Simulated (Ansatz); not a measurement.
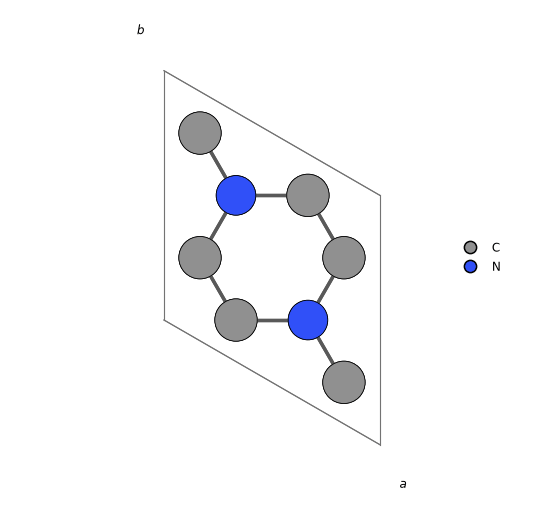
Fig. 1. The relaxed cell of a stack of sheets

These are PBE+D3(BJ) (plane waves to 420 eV, PAW; Ansatz, a quantum-chemistry and plane-wave program) values and carry that method's errors. Scalar-relativistic, without spin–orbit coupling; PBE gaps are too small against experiment. Its k-point mesh 9×9×1, Fermi–Dirac width 0.01 eV. A dipole correction is on.

Q: Which stack is drawn? Give its spacing, binding and gap.

A: One answer among several that fit: 2 layers of C3N, started at parallel, no shift (facing C atop C and N atop N, which symmetry holds and which is mostly a maximum against sliding).
```
Item                                                                Value
-----------------------------------------------------------  ------------
gap between facing atomic planes                                   3.47 Å
step of the vacuum level across the stack (top less bottom)       0.00 eV
interaction energy of the frozen layers                      -16.2 meV/Å²
interaction energy without the D3 term at this geometry       +3.8 meV/Å²
PBE gap over the mesh and listed points off it                     closed
```
